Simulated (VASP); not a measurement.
Band structure of Ge (diamond). These are rev-vdW-DF2, VASP's PBE PAW potentials (set 64) (plane waves; VASP) values and carry that method's errors.

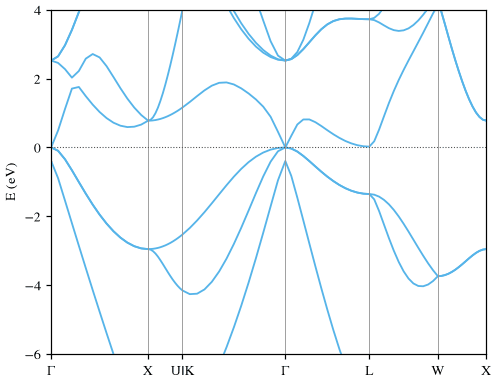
Fig. 1. Bands along high-symmetry lines, zero at the valence-band maximum or, without a gap, the Fermi level

### Question
Read the plot: is there a gap, and where are the band edges?

### Answer
It has no gap at this level: it comes out as a metal or semimetal. (Edges off the drawn lines would not show.)

Measured: gap 0.79 eV (computed value off by -0.79 eV), as given by Anna Miglio et al., npj Computational Materials (2020), arXiv:2011.12765 [measured zero-point renormalisation of 52 meV added back].

The compound is Ge in the diamond structure. It was relaxed first.
